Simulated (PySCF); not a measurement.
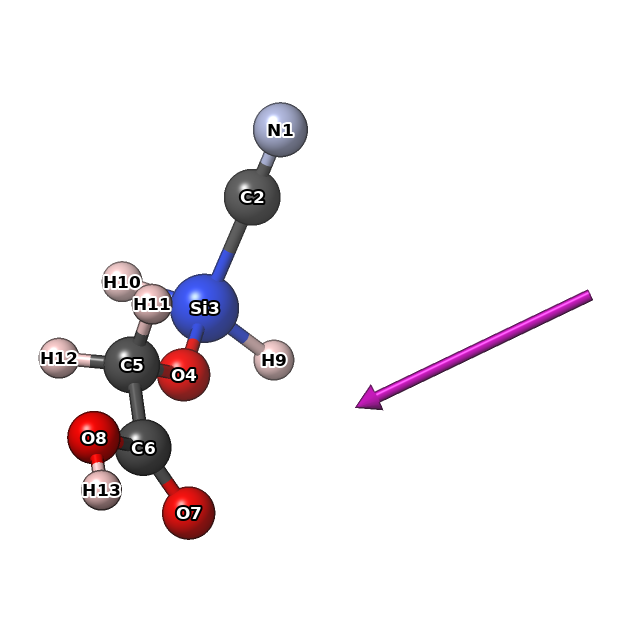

The arrow beside the molecule shows the direction of the dipole moment, from the negative to the positive end (its length means nothing). Computed geometry: GFN2-xTB optimisation. No frequency run is at hand to confirm it as a minimum. Level of theory: PBE0/pcSseg-1, gas phase (PySCF 2.14.0).

**How large is the dipole moment?**

3.20 D; it points from the side of N1 to the side of H13 (the outermost atoms at the two ends).

The geometry is semi-empirical. Around Si such bond lengths and angles can be off by a tenth of an ångström or more and by several degrees, and values that hang on the shape move with them.
